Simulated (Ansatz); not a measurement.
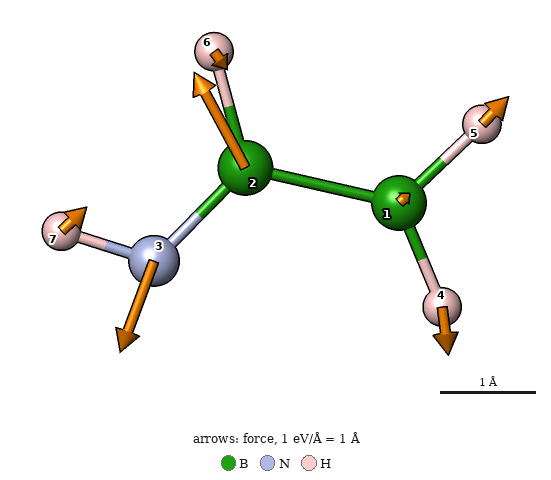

Starting geometry of B2NH4 (charge −1) with the computed forces as orange arrows. A ball-and-stick model, seen face on.

The run prepares an end point of a later path (torsion) calculation, from a guessed geometry.

Level of theory: RKS r2SCAN-D4/def2-TZVP in Ansatz 0.2.0.

The input:
```yaml
crystal:
  periodic: [false, false, false]
  atoms:
    - { symbol: B, position_ang: [-1.01841, 0.3376, -0.5468] }
    - { symbol: B, position_ang: [0.40022, 0.07506, 0.28175] }
    - { symbol: "N", position_ang: [1.00665, -1.15602, 0.29142] }
    - { symbol: H, position_ang: [-1.63255, -0.4867, -1.15482] }
    - { symbol: H, position_ang: [-1.56081, 1.41104, -0.60458] }
    - { symbol: H, position_ang: [0.92143, 1.05245, 0.90981] }
    - { symbol: H, position_ang: [1.88348, -1.23343, 0.82322] }
total_charge: -1
basis:
  gaussian: { orbitals: def2-TZVP }
hamiltonian:
  xc: r2scan
  dispersion: d4
relax:
  f_tol: 0.015
  max_steps: 40
```

Command:
```bash
ansatz run input.yaml --threads 2 --pin off --max-ram 3072MiB --backend cpu --events-out ev --progress --plain --runs-dir out
```

> Is this structure relaxed? If not, where do the atoms go?

It isn't relaxed: the largest force vector, on B2, is 1.16 eV/Å. The final displacements follow the starting forces only in part (cosine between the two patterns 0.48). The largest move after the best rigid fit is that of H4, 0.067 Å. By element the largest moves are H 0.067 Å, N 0.046 Å, B 0.038 Å. Some distances before and after: B1–B2 1.664 → 1.693 Å, B2–H6 1.273 → 1.249 Å, B1–H4 1.194 → 1.217 Å, B1–H5 1.204 → 1.223 Å. Bond angles that change, for instance: B2–N3–H7 116.6° → 110.3°, B2–B1–H4 125.7° → 121.8°, B1–B2–N3 121.5° → 118.1°. Over 5 geometry steps the energy falls by 5.32 kJ/mol. Largest force component: 1 eV/Å at the start, 0.0091 eV/Å at the end.

Limits of the set-up: the basis has no diffuse functions, which an anion needs.
